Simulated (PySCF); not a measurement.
**C5H7FN (doublet): density, localisation and related maps**

```xyz
14

C     3.0868   -0.0753    1.0666
C     2.0145    0.2170    0.2947
F     2.2499    1.0034   -0.8133
N     0.7943   -0.1987    0.5394
C    -0.2411    0.1074   -0.2427
C    -1.4844   -0.3527    0.0616
C    -2.6928   -0.0676   -0.7409
H     4.0620    0.2952    0.8135
H     2.9593   -0.6835    1.9396
H    -0.1023    0.7280   -1.1308
H    -1.5999   -0.9647    0.9443
H    -3.1449   -0.9998   -1.0840
H    -3.4411    0.4375   -0.1275
H    -2.4609    0.5535   -1.6025
```

Geometry: GFN2-xTB.

All numbers below come from UKS B3LYP, pcH-1 on C F H N, non-relativistic, mean-field spin-orbit, GIAO in PySCF.

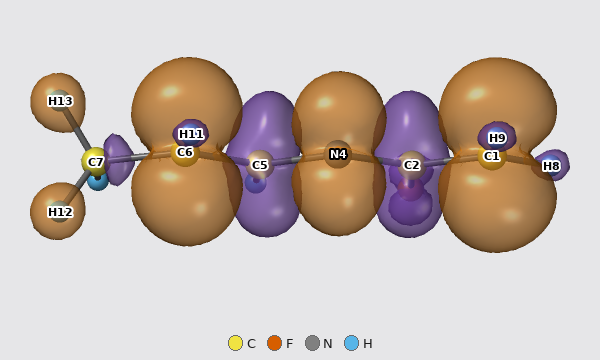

Figure 1. Isosurfaces of the spin density at +0.015 (orange) and −0.015 e/Å³ (purple), seen from one side.

Q: Which atoms carry the spin?

A: The unpaired spin (1 electron) lies mostly on C1 (about 0.4), C6 (about 0.3) and N4 (about 0.3), in electrons by Hirshfeld's partition.

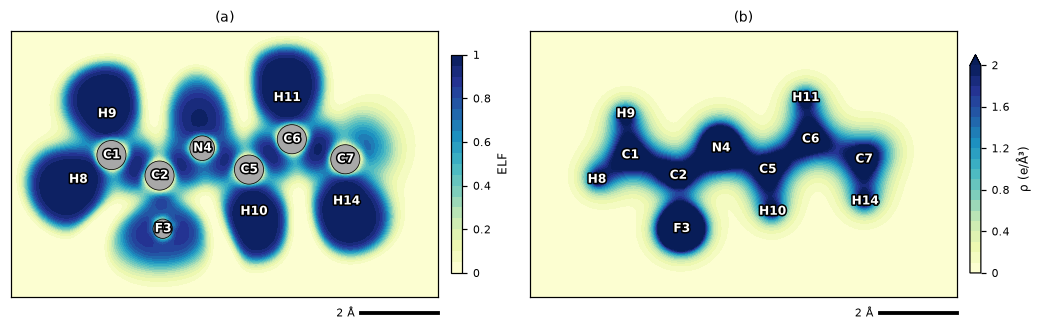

Figure 2. (a) electron localisation function; (b) electron density on the plane of atoms C5, C6 and C7. Grey discs cover the atomic cores in the ELF map.

Q: What does the map show?

A: The plane passes through C, F, N and H nuclei.
C–N (1.31 Å): the density is about 2.6 e/Å³ at the midpoint; the ELF peaks at about 0.90 between the atoms: a covalent bond.
C–C (1.35 Å): ρ at the midpoint is about 2.3 e/Å³; the ELF peaks at about 0.95 between the atoms: localised, covalent bonding.
C–F (1.38 Å): ρ at the midpoint is about 2.1 e/Å³, with its minimum of 1.6 e/Å³ about 0.5 Å from C; the ELF peaks at about 0.85 between the atoms, as expected for a polar covalent bond.
C–H (1.07 Å): ρ at the midpoint is about 2.1 e/Å³; the ELF climbs to about 1 towards the hydrogen, as it does in any bond to H: an ordinary covalent bond to hydrogen.
C–C (1.48 Å): ρ is about 1.8 e/Å³ halfway; the ELF peaks at about 0.95 between the atoms, as expected for localised, covalent bonding.
The ELF also peaks beside F3 and N4, away from the bonds: non-bonding electrons, paired or unpaired.

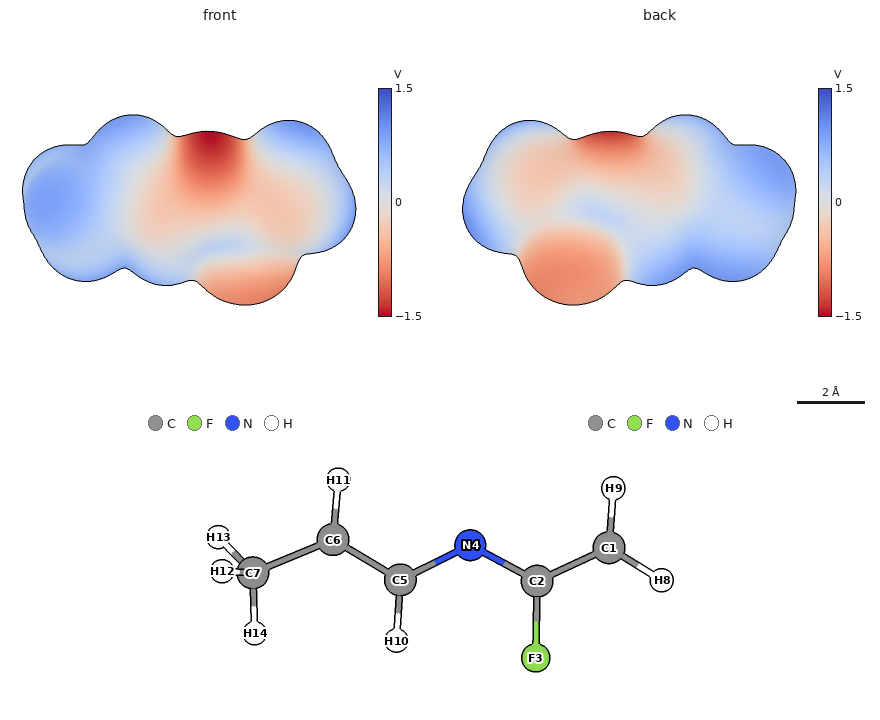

Figure 3. The electrostatic potential painted on the density surface at 0.002 e/bohr³, seen from the front and from behind; red is negative and blue positive. The bare structure is drawn below in the same view.

Q: Where is the surface potential most negative and most positive?

A: The most negative region (about −1.4 V) lies over N4, the most positive (about +0.9 V) over H8, H9 and H14. N4 is the likeliest acceptor of a hydrogen bond.
